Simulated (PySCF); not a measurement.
# GeH (charge −1, triplet): what the fields show

```yaml
atoms:
  - { symbol: Ge, position_ang: [0.0000, 0.0000, -0.0220] }
  - { symbol: H, position_ang: [0.0000, 0.0000, 1.6130] }
```

Computed with PySCF 2.14.0, PBE0/def2-TZVPPD, non-relativistic Hamiltonian with scalar-relativistic core potentials where named, at a bond length of 1.635 Å.

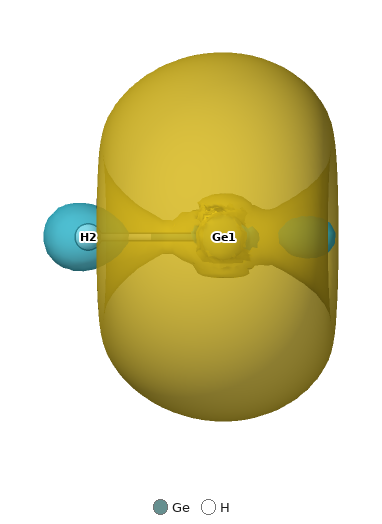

Figure 1. Isosurfaces of the spin density (α minus β) at +0.015 (yellow) and −0.015 e/Å³ (cyan), seen from one side.

> Which atoms carry the spin?

The unpaired spin (2 electrons) lies mostly on Ge1 (about 1.9), in electrons by Hirshfeld's partition.

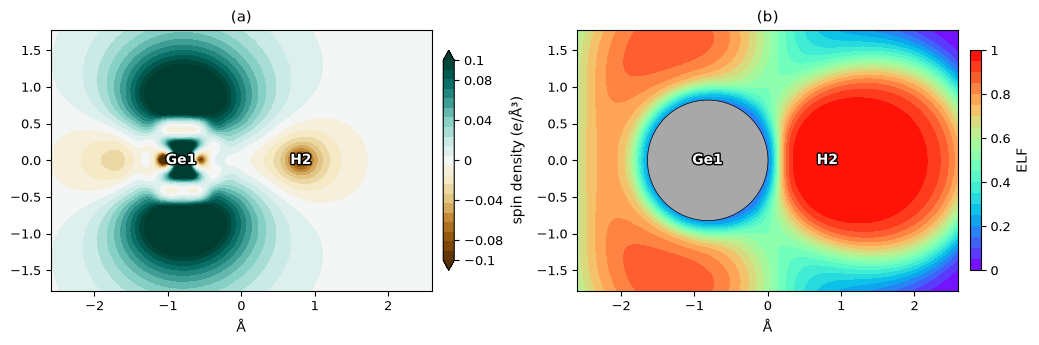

Figure 2. (a) spin density (α minus β); (b) ELF on a plane that holds the molecular axis. Grey discs cover the atomic cores in the ELF map.

> Read the bonding off the picture.

- The section cuts through Ge and H sites.
- Ge–H (1.63 Å): the ELF climbs to about 1 towards the hydrogen.

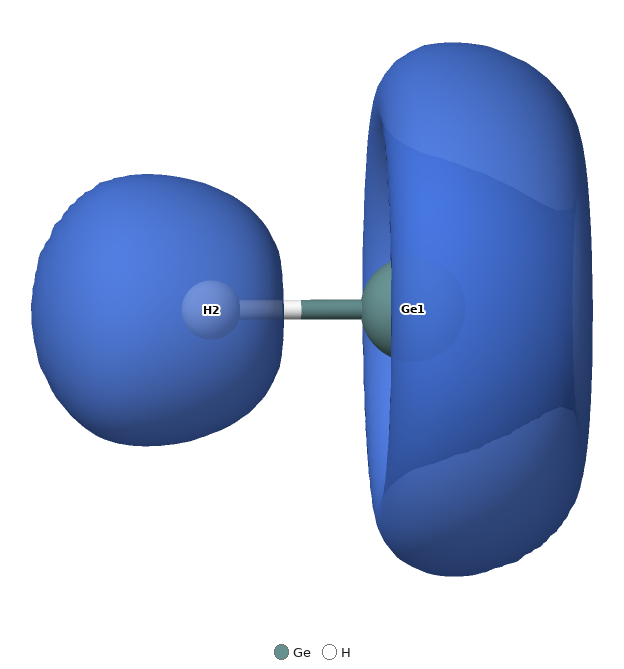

Figure 3. Isosurface of the ELF at 0.8 (blue), seen from one side. Core shells and regions of very low density are left out.

> Where are the electrons localised?

The ELF exceeds this value in one region around a hydrogen nucleus and one region wrapped around Ge (its valence shell).
